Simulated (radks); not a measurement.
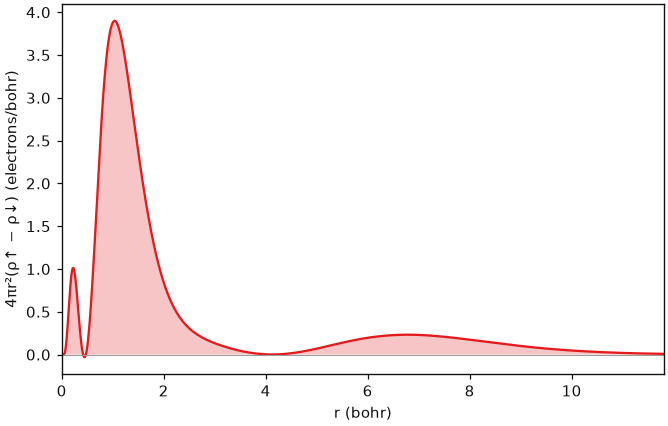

The Pd³⁺ ion; electrons: [Kr] 4d6 6d1 (high spin). Theory: scalar-relativistic Kohn-Sham, r2SCAN, spin-polarised, spherical densities, finite nucleus (computed with the in-house radial solver radks).

The plot shows the radial spin density.

Q: Describe it and give its main numbers.

Answer: The curve integrates to 5 unpaired electrons, held by 4d (+4) and 6d (+1). Its largest value, 3.90 electrons/bohr, lies near r = 1.0 bohr. Regions of the opposite sign are negligible.
